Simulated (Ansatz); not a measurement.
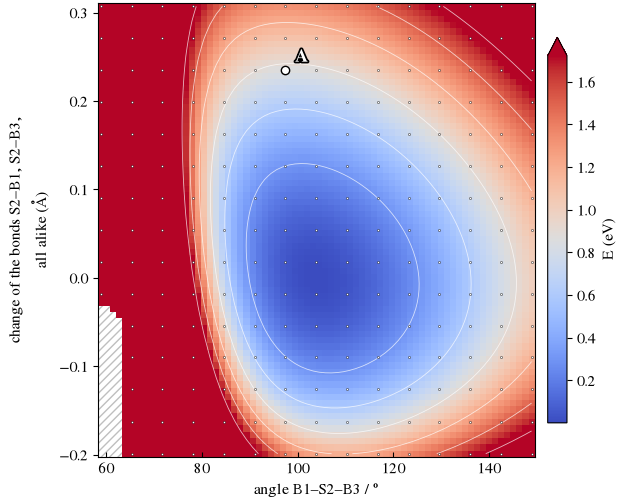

B₂FH₃S, SMILES BSBF. The first coordinate is: angle B1–S2–B3; the second: change of the bonds S2–B1, S2–B3, all alike. Nothing is relaxed (all other coordinates rigid). Grid: 15 × 15 points. At 5 points there is no value (left out of the scan, as a rule where atoms come close). Points are written as (first, second). Energies: eV, counted from the relaxed molecule at the same level. The calculation used RKS PBE0-D4/def2-TZVP (Ansatz 0.2.0).

Drawn: a smooth colour map with a few white contour lines, dots at the grid points, one colour for all values above the top of the scale, hatched blanks where no value was computed, the point A. Between grid points the surface is interpolated.

> Is A at rest? If not, where is it pushed?

A, at (97.5°, 0.235 Å), is not a stationary point. The computed force is 0.0019 eV for each degree towards larger values of angle B1–S2–B3 and 6.1 eV for each Å towards smaller values of the second coordinate.
